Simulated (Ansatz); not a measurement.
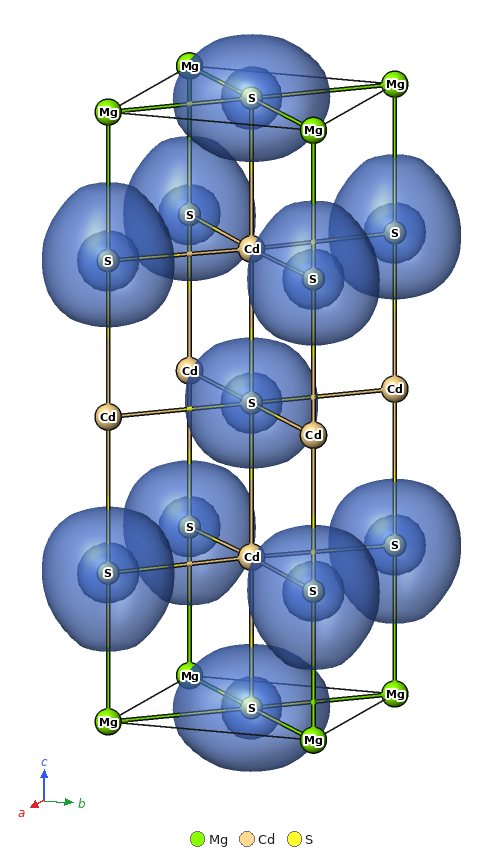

Figure 1: MgCd3S4. Isosurface of the electron localisation function at 0.7 (blue), seen slightly off an axis. Core shells and regions of very low density are left out. Sticks mark near contacts.

Space group P4/mmm; a structure generated by program, which may or may not match a known phase.

Method: Ansatz 0.2.0, DFT PBE, scalar-relativistic, plane waves, PAW.

Core electrons are frozen (PAW), and the valence fields are smoothed inside the atomic spheres.

```cif
data_structure
_symmetry_space_group_name_H-M 'P 1'
_symmetry_Int_Tables_number 1
_cell_length_a 3.8442
_cell_length_b 3.8442
_cell_length_c 10.8939
_cell_angle_alpha 90.000
_cell_angle_beta 90.000
_cell_angle_gamma 90.000
_cell_volume 160.99
loop_
_atom_site_label
_atom_site_type_symbol
_atom_site_fract_x
_atom_site_fract_y
_atom_site_fract_z
_atom_site_occupancy
Mg1 Mg 0.00000 0.00000 0.00000 1
Cd1 Cd 0.50000 0.50000 0.24737 1
Cd2 Cd 0.00000 0.00000 0.50000 1
Cd3 Cd 0.50000 0.50000 0.75263 1
S1 S 0.00000 0.00000 0.24382 1
S2 S 0.50000 0.50000 0.50000 1
S3 S 0.00000 0.00000 0.75618 1
S4 S 0.50000 0.50000 0.00000 1
```

### What do the ELF domains correspond to?

The surface consists of four regions wrapped around S (the valence shell of each), counted in one cell of 8 atoms. Regions shared between cells count once.

Values along the shortest contacts:
Mg–S (2.66 Å): the ELF peaks at about 0.90 in the valence shell of S, 0.9 Å from its nucleus, and falls to about 0 next to Mg (a largely ionic contact). Cd–S (2.69 Å): the ELF peaks at about 0.85 in the valence shell of S, 0.8 Å from its nucleus, and drops to about 0.15 between the two atoms.
